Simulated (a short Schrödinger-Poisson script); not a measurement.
Stack: symmetric double-gate stack, SiO2 on p-type Si(110), at 300 K.

| layer | material | thickness (nm) | Na (cm⁻³) |
|---|---|---|---|
| 1 | SiO2 | 2.2 | - |
| 2 | Si | 6 | 1e16 |
| 3 | SiO2 | 2.2 | - |

Constants are typed, rounded textbook-type inputs, not results; the design itself was drawn at random and stands for no fabricated device. SiO2: permittivity 3.9, conduction-band edge (eV) 3.15, gap (eV) 9, electron mass (mₑ) 0.5. Si: permittivity 11.7, conduction-band edge (eV) 0, gap (eV) 1.124, Nv at 300 K (cm⁻³) 3.1e19.

Channel valleys (confinement mass, in-plane density-of-states mass, number): Δ4 0.315, 0.324, 4; Δ2 0.19, 0.417, 2. At the gates, both at one voltage, the conduction-band edge of layer 1 lies 3.74 eV − eVg above the Fermi level of the channel. Gaps are held at their typed values at every temperature. Mesh 0.03 nm at interfaces.

Solved with a short Schrödinger-Poisson script written for these runs: 1D Poisson equation in equilibrium, electrons quantum, Hartree (BenDaniel-Duke, 12 states a valley, the channel's in-plane mass for all, wave functions ending at the dielectric), parabolic valleys, classical holes, full ionisation, no traps, pinning or gate leakage.

Only gate voltages with over 1e8 electrons/cm² are shown.

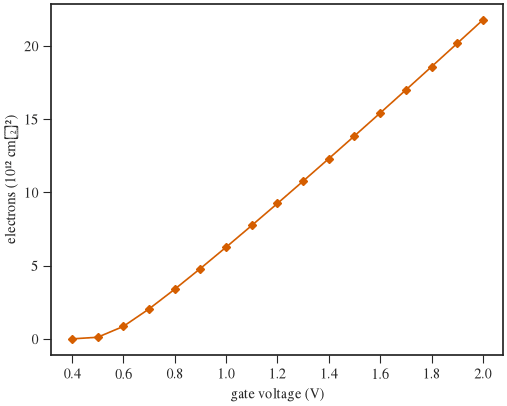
*Sheet density against gate voltage*

```
Vg (V)  electrons (cm⁻²)  C (μF/cm²)  Δ4 E0 (meV)  Δ4 E1 (meV)  Δ2 E0 (meV)  Δ2 E1 (meV)
------  ----------------  ----------  -----------  -----------  -----------  -----------
0.4               3.17e9      0.0199        223.7        323.2        245.5        410.4
0.6              8.53e11        1.68         78.6        175.6        100.4        262.8
0.8              3.39e12        2.22         41.5        131.5         63.5        218.9
1                6.26e12        2.36         24.1        106.8         46.4        194.5
1.2              9.25e12        2.43         12.4         88.3         35.3        176.4
1.4              1.23e13        2.48          3.5         73.2         27.1        161.7
1.6              1.54e13        2.51         -3.8         60.2         20.8        149.4
1.8              1.86e13        2.55        -10.0         49.0         15.6        138.9
2                2.18e13        2.58        -15.3         39.1         11.4        129.8
```

Subbands count from the Fermi level. The capacitance is that of both gates.
